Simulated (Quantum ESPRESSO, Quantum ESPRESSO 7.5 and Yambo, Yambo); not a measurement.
# SiC (P6_3mc): G0W0 with Yambo, start to end

How does a plane-wave GW calculation on SiC (P6_3mc) run from the first input to the gap?

Main program and level: Quantum ESPRESSO 7.5 and Yambo 5.3.0; PBE and many-body steps on it, plane waves.

**The experiments to reproduce.**

- Gap 3.02 eV: band gap at cryogenic temperature; bulk crystal (literature value) (quoted in “Silicon carbide diodes for neutron detection”, 2020, arxiv:2009.14696).

- Gap 3.03 eV: indirect gap, experimental literature value; quoted from earlier experiment; bulk crystal (quoted in “Charge spill-out and work function of few-layer graphene on SiC(0001)”, 2018, arxiv:1806.04908).

- Gap 3 eV: optical absorption onset, approximate; UV-Vis-NIR transmission; bulk crystal (400 micron semi-insulating 6H-SiC wafer) (“Effects of energetic ion irradiation on WSe2/SiC heterostructures”, 2017, pmc:5482891).

### 1. Set-up

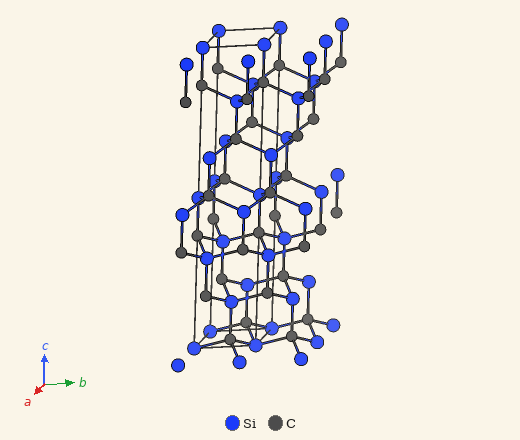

The cell as given, slightly off an axis (silicon blue, carbon dark grey). 2×2×1 cells are drawn. Bonds to atoms that aren't drawn are left out. Some periodic images of atoms are drawn too.

Structure file:

```cif
data_structure
_symmetry_space_group_name_H-M 'P6_3mc'
_symmetry_Int_Tables_number 186
_cell_length_a 3.0766
_cell_length_b 3.0766
_cell_length_c 15.0981
_cell_angle_alpha 90.000
_cell_angle_beta 90.000
_cell_angle_gamma 120.000
_cell_volume 123.77
loop_
_atom_site_label
_atom_site_type_symbol
_atom_site_symmetry_multiplicity
_atom_site_Wyckoff_symbol
_atom_site_fract_x
_atom_site_fract_y
_atom_site_fract_z
_atom_site_occupancy
Si1 Si 2 b 0.33333 0.66667 0.83299 1
Si2 Si 2 b 0.66667 0.33333 0.66650 1
Si3 Si 2 a 0.00000 0.00000 0.49973 1
C1 C 2 a 0.00000 0.00000 0.87437 1
C2 C 2 b 0.33333 0.66667 0.70800 1
C3 C 2 b 0.66667 0.33333 0.54152 1
```

The cell and positions are those that the Materials Project relaxed with its own functionals (PBE, PBE+U or r2SCAN), kept fixed.

### 2. Ground state

This step: Quantum ESPRESSO 7.5; DFT, PBE, plane waves, norm-conserving pseudopotentials.

The ground-state density comes first.

File pw.in:

```
&control
  calculation = 'scf'
  prefix = 'x'
  outdir = 'o'
  pseudo_dir = 'pseudo'
/
&system
  ibrav = 0
  nat = 12
  ntyp = 2
  ecutwfc = 74.0
  nbnd = 34
  force_symmorphic = .true.
/
&electrons
  conv_thr = 1e-10
  electron_maxstep = 80
  mixing_beta = 0.5
/
ATOMIC_SPECIES
  Si 28.085 Si.upf
  C 12.011 C.upf
CELL_PARAMETERS angstrom
  3.0766210102 -0.0000000000 0.0000000000
  -1.5383105051 2.6644319527 0.0000000000
  0.0000000000 0.0000000000 15.0980843200
ATOMIC_POSITIONS crystal
  Si 0.3333333333 0.6666666667 0.8329861500
  Si 0.6666666667 0.3333333333 0.3329861500
  Si 0.6666666667 0.3333333333 0.6665006000
  Si 0.3333333333 0.6666666667 0.1665006000
  Si 0.0000000000 0.0000000000 0.4997294200
  Si 0.0000000000 0.0000000000 0.9997294200
  C 0.0000000000 0.0000000000 0.8743664100
  C 0.0000000000 0.0000000000 0.3743664100
  C 0.3333333333 0.6666666667 0.7079967800
  C 0.6666666667 0.3333333333 0.2079967800
  C 0.6666666667 0.3333333333 0.5415216400
  C 0.3333333333 0.6666666667 0.0415216400
K_POINTS automatic
  6 6 2 0 0 0
```

Launch:

```bash
$ OMP_NUM_THREADS=1 mpirun -n 4 pw.x -nk 4 -in pw.in > pw.out
```

The log of the run:

```text
Program PWSCF v.7.5 starts

     This program is part of the open-source Quantum ESPRESSO suite
     for quantum simulation of materials; please cite
         "P. Giannozzi et al., J. Phys.:Condens. Matter 21 395502 (2009);
         "P. Giannozzi et al., J. Phys.:Condens. Matter 29 465901 (2017);
         "P. Giannozzi et al., J. Chem. Phys. 152 154105 (2020);
     in publications or presentations arising from this work. More details at
     Message from routine setup:
     using ibrav=0 with symmetry is DISCOURAGED, use correct ibrav instead

     G-vector sticks info

     bravais-lattice index     =            0
     lattice parameter (alat)  =       5.8140  a.u.
     unit-cell volume          =     835.2127 (a.u.)^3
     number of atoms/cell      =           12
     number of atomic types    =            2
     number of electrons       =        48.00
     number of Kohn-Sham states=           34
     kinetic-energy cutoff     =      74.0000  Ry
     charge density cutoff     =     296.0000  Ry
     scf convergence threshold =      1.0E-10
     mixing beta               =       0.5000
     number of iterations used =            8  plain     mixing
     Exchange-correlation= PBE
                           (   1   4   3   4   0   0   0)

     celldm(1)=   5.813971  celldm(2)=   0.000000  celldm(3)=   0.000000
     celldm(4)=   0.000000  celldm(5)=   0.000000  celldm(6)=   0.000000

     crystal axes: (cart. coord. in units of alat)
               a(1) = (   1.000000  -0.000000   0.000000 )
               a(2) = (  -0.500000   0.866025   0.000000 )
               a(3) = (   0.000000   0.000000   4.907359 )

     reciprocal axes: (cart. coord. in units 2 pi/alat)
               b(1) = (  1.000000  0.577350 -0.000000 )
               b(2) = (  0.000000  1.154701 -0.000000 )
               b(3) = ( -0.000000 -0.000000  0.203776 )
     Pseudo is Norm-conserving + core correction, Zval =  4.0
     Generated using ONCVPSP code by D. R. Hamann
     Using radial grid of 1510 points,  6 beta functions with:
     Pseudo is Norm-conserving + core correction, Zval =  4.0
     Generated using ONCVPSP code by D. R. Hamann
     Using radial grid of 1248 points,  4 beta functions with:
     Si                4.00    28.08500     Si( 1.00)
     C                 4.00    12.01100     C ( 1.00)

      6 Sym. Ops. (no inversion) found

   Cartesian axes

     site n.     atom                  positions (alat units)
         1        Si     tau(   1) = (  -0.0000000   0.5773503   4.0877622  )
         2        Si     tau(   2) = (   0.5000000   0.2886751   1.6340826  )
         3        Si     tau(   3) = (   0.5000000   0.2886751   3.2707578  )
         4        Si     tau(   4) = (  -0.0000000   0.5773503   0.8170782  )
         5        Si     tau(   5) = (   0.0000000   0.0000000   2.4523518  )
         6        Si     tau(   6) = (   0.0000000   0.0000000   4.9060313  )
         7        C      tau(   7) = (   0.0000000   0.0000000   4.2908300  )
         8        C      tau(   8) = (   0.0000000   0.0000000   1.8371504  )
         9        C      tau(   9) = (  -0.0000000   0.5773503   3.4743945  )
        10        C      tau(  10) = (   0.5000000   0.2886751   1.0207149  )
        11        C      tau(  11) = (   0.5000000   0.2886751   2.6574412  )
        12        C      tau(  12) = (  -0.0000000   0.5773503   0.2037616  )

     number of k points=    14
                       cart. coord. in units 2pi/alat
        k(    1) = (   0.0000000   0.0000000   0.0000000), wk =   0.0277778
        k(    2) = (   0.0000000   0.0000000  -0.1018878), wk =   0.0277778
        k(    3) = (   0.0000000   0.1924501   0.0000000), wk =   0.1666667
        k(    4) = (   0.0000000   0.1924501  -0.1018878), wk =   0.1666667
        k(    5) = (   0.0000000   0.3849002   0.0000000), wk =   0.1666667
        k(    6) = (   0.0000000   0.3849002  -0.1018878), wk =   0.1666667
        k(    7) = (   0.0000000  -0.5773503   0.0000000), wk =   0.0833333
        k(    8) = (   0.0000000  -0.5773503  -0.1018878), wk =   0.0833333
        k(    9) = (   0.1666667   0.2886751   0.0000000), wk =   0.1666667
        k(   10) = (   0.1666667   0.2886751  -0.1018878), wk =   0.1666667
        k(   11) = (   0.1666667   0.4811252   0.0000000), wk =   0.3333333
        k(   12) = (   0.1666667   0.4811252  -0.1018878), wk =   0.3333333
        k(   13) = (   0.3333333   0.5773503   0.0000000), wk =   0.0555556
        k(   14) = (   0.3333333   0.5773503  -0.1018878), wk =   0.0555556

     Dense  grid:    71833 G-vectors     FFT dimensions: (  32,  32, 160)

     Initial potential from superposition of free atoms

     starting charge      47.9961, renormalised to      48.0000
     Starting wfcs are   48 randomized atomic wfcs

     per-process dynamical memory:    77.8 Mb

     Self-consistent Calculation

     iteration #  1     ecut=    74.00 Ry     beta= 0.50

     total energy              =    -122.61462581 Ry
     estimated scf accuracy    <       2.58459652 Ry

     iteration #  2     ecut=    74.00 Ry     beta= 0.50

     total energy              =    -123.22948681 Ry
     estimated scf accuracy    <       0.09988312 Ry

     iteration #  3     ecut=    74.00 Ry     beta= 0.50

     total energy              =    -123.23268329 Ry
     estimated scf accuracy    <       0.02270817 Ry

     iteration #  4     ecut=    74.00 Ry     beta= 0.50

     total energy              =    -123.23669704 Ry
     estimated scf accuracy    <       0.00904042 Ry

     iteration #  5     ecut=    74.00 Ry     beta= 0.50

     total energy              =    -123.23590171 Ry
     estimated scf accuracy    <       0.00222533 Ry

     iteration #  6     ecut=    74.00 Ry     beta= 0.50

     total energy              =    -123.23666023 Ry
     estimated scf accuracy    <       0.00007847 Ry

     iteration #  7     ecut=    74.00 Ry     beta= 0.50

     total energy              =    -123.23647623 Ry
     estimated scf accuracy    <       0.00052448 Ry

     iteration #  8     ecut=    74.00 Ry     beta= 0.50

     total energy              =    -123.23656790 Ry
     estimated scf accuracy    <       0.00000167 Ry

     iteration #  9     ecut=    74.00 Ry     beta= 0.50

     total energy              =    -123.23656983 Ry
     estimated scf accuracy    <       0.00000058 Ry

     iteration # 10     ecut=    74.00 Ry     beta= 0.50

     total energy              =    -123.23656979 Ry
     estimated scf accuracy    <       0.00000022 Ry

     iteration # 11     ecut=    74.00 Ry     beta= 0.50

     total energy              =    -123.23656981 Ry
     estimated scf accuracy    <       0.00000002 Ry

     iteration # 12     ecut=    74.00 Ry     beta= 0.50

     total energy              =    -123.23656982 Ry
     estimated scf accuracy    <       0.00000004 Ry

     iteration # 13     ecut=    74.00 Ry     beta= 0.50

     total energy              =    -123.23656982 Ry
     estimated scf accuracy    <          4.9E-10 Ry

     iteration # 14     ecut=    74.00 Ry     beta= 0.50

     total energy              =    -123.23656982 Ry
     estimated scf accuracy    <          1.1E-10 Ry

     iteration # 15     ecut=    74.00 Ry     beta= 0.50

     End of self-consistent calculation

          k = 0.0000 0.0000 0.0000 (  8941 PWs)   bands (ev):

    -5.9044  -5.3824  -5.3457  -3.8489  -3.8192  -2.3274   0.9710   3.3230
     3.3625   7.1497   7.1774   8.4354   8.4354   8.6224   8.6224   8.7318
     8.7318   9.2006   9.2006   9.2818   9.2818   9.5475   9.5842   9.5842
    14.7869  14.9569  15.3681  15.8789  15.9143  16.2795  16.5219  16.5223
    16.7547  16.9642

          k = 0.0000 0.0000-0.1019 (  8874 PWs)   bands (ev):

    -5.7685  -5.7685  -4.7062  -4.7062  -2.8729  -2.8729   1.7365   1.7365
     5.2333   5.2333   8.4947   8.4947   8.4947   8.4947   8.8163   8.8163
     8.9453   8.9453   8.9453   8.9453   9.4882   9.4882   9.4882   9.4882
    14.8537  14.8537  15.6001  15.6001  16.2727  16.2727  16.6157  16.6157
    16.6158  16.6158

          k = 0.0000 0.1925 0.0000 (  8928 PWs)   bands (ev):

    -5.4237  -4.9094  -4.8708  -3.4012  -3.3707  -1.9297   1.4053   3.5971
     3.6364   6.2563   6.4079   6.5068   7.0185   7.0724   7.6872   7.8061
     7.9520   8.0005   8.0544   8.2552   8.8188   8.8594   9.2427   9.3480
    14.3228  14.7073  14.8010  15.4838  15.9690  16.3919  16.7494  16.8808
    17.0977  17.2331

          k = 0.0000 0.1925-0.1019 (  8952 PWs)   bands (ev):

     [... further k-points ...]

     highest occupied, lowest unoccupied level (ev):     9.5842   11.6109

!    total energy              =    -123.23656982 Ry
     estimated scf accuracy    <          4.3E-11 Ry

     The total energy is the sum of the following terms:
     one-electron contribution =      33.74328285 Ry
     hartree contribution      =      14.05792536 Ry
     xc contribution           =     -45.38096250 Ry
     ewald contribution        =    -125.65681554 Ry

     convergence has been achieved in  15 iterations

     XML data file, charge density, pseudopotentials, collected wavefunctions

=------------------------------------------------------------------------------=
   JOB DONE.
=------------------------------------------------------------------------------=
```

Elapsed: 28 s, on 4 MPI ranks of Arm Neoverse V2, shared host; peak memory 0.53 GiB.

Numbers from this step:

```
total energy               : -1676.7190 eV
gap                        : 2.027 eV
k of the valence top       : 0, 0, 0
k of the conduction bottom : 0, -0.5, 0
least direct gap           : 3.130 eV
```

The gap is indirect, with the least direct gap 1.10 eV higher.

[end of part 1 of 3]

[Paths, hosts, dates, memory and timing lines, banners, echoed tables and standing remarks are left out of the program output.]

[Logs are printed without paths, hosts, clocks, repeated set-up lines and the standing remarks that a program may print on its own settings, such as how far it seeks lower states.]

[Runs of the session that timed out or met a known fault of the program may be left out.]

[Hosts, paths, dates, database ids (printed as entryN), source tags and the programs' standing remarks are cut or masked in the printed files.]
